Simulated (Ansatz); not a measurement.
# H₂OSSn: taking an electron away

How much energy removes an electron from H₂OSSn at fixed geometry? The cation is run at each level and the neutral's energy taken from earlier runs.

The runs use Ansatz 0.2.0, Gaussian basis; unrestricted cation, the program's frozen cores in correlated methods.

Levels to be run: UKS PBE-D4/def2-TZVPP; UKS r2SCAN-D4/def2-TZVPP; UKS PBE0-D4/def2-TZVPP; UKS B3LYP-D4/def2-TZVPP; UKS wB97X-V/def2-TZVPP; UKS wB97M-V/def2-TZVPP; UKS B2PLYP/def2-TZVPP; UHF-CCSD(T)/def2-TZVPP; UHF-MP2/def2-QZVPP; extrapolation to the limit; then −ε(HOMO) from the neutral's earlier runs with LDA (SPW92), PBE-D4, revPBE-D4, BLYP-D4, r2SCAN-D4, B97M-V, PBE0-D4, B3LYP-D4, r2SCANh-D4, r2SCAN0-D4, HSE06-D4, BHLYP-D4, CAM-B3LYP-D4, LC-ωPBE, ωB97X-V, ωB97M-V.

## 1. Structure used throughout

An earlier PBE0-D4 in a triple-zeta def2 set relaxation fixed the geometry. Sn takes the def2 core potential; no spin-orbit term is included.

SMILES `[OH][Sn][SH]`, 5 atoms, charge 0, spin multiplicity 1.

Atoms are counted from 1 here; the program's logs count them from 0.

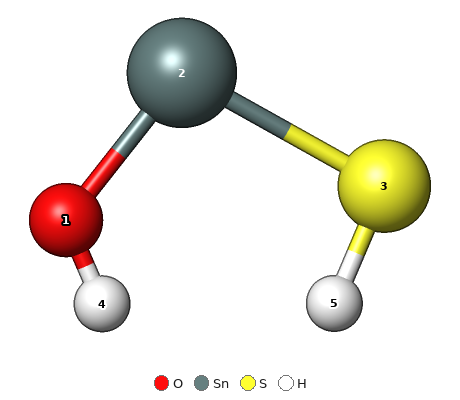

The geometry (oxygen red, tin teal, sulfur yellow, hydrogen white); atoms are numbered from 1 in the order of the file.

## 2. Cation, UKS PBE-D4/def2-TZVPP

The input, in.yaml:

```yaml
crystal:
  periodic: [false, false, false]
  atoms:
    - {symbol: O, position_ang: [-1.169246, -1.043056, -0.055282]}
    - {symbol: Sn, position_ang: [-1.099722, 0.819154, -0.712792]}
    - {symbol: S, position_ang: [1.207502, 1.376269, -0.087647]}
    - {symbol: H, position_ang: [-0.383856, -1.406903, 0.360436]}
    - {symbol: H, position_ang: [1.495323, 0.180934, 0.453885]}
basis:
  gaussian: {orbitals: def2-TZVPP}
total_charge: 1
magnetization: {spin_polarized: true, initial_magnetization: 1}
hamiltonian: {xc: pbe, dispersion: d4}
```

Launch:

```console
$ ansatz run in.yaml --threads 4 --pin off --events-out ev --progress --plain --max-ram 10444MiB
```

After this run come: Cation, UKS r2SCAN-D4/def2-TZVPP; Cation, UKS PBE0-D4/def2-TZVPP; Cation, UKS B3LYP-D4/def2-TZVPP; Cation, UKS wB97X-V/def2-TZVPP; Cation, UKS wB97M-V/def2-TZVPP; Cation, UKS B2PLYP (frozen core)/def2-TZVPP; Cation, UHF-CCSD(T)/def2-TZVPP; Cation, UHF-MP2/def2-QZVPP.

Q: Predict the results of all the runs planned. Wanted: ionisation energy, CCSD(T)/CBS; nearest functional by difference; nearest −ε(HOMO); −ε(HOMO) of PBE; T1 of the cation.

As calculated:

```
                        quantity               value
  ionisation energy, CCSD(T)/CBS             9.68 eV
nearest functional by difference  ωB97X-V (-0.15 eV)
                nearest −ε(HOMO)  LC-ωPBE (+0.10 eV)
                 −ε(HOMO) of PBE             6.33 eV
                T1 of the cation               0.021
```

Energy differences with functionals land within 0.35 eV of the reference. The PBE orbital energy is 3.4 eV too small: a semilocal HOMO is no ionisation energy. Among orbital estimates LC-ωPBE comes nearest. Hartree-Fock falls 1.09 eV short, as the neutral has more correlation energy than the cation. Correlated methods include outer-core shells of Sn, which these sets cover unevenly. With outer-core shells in play the reference is unsure by up to some tenths of an eV, so close misses can't be ranked.
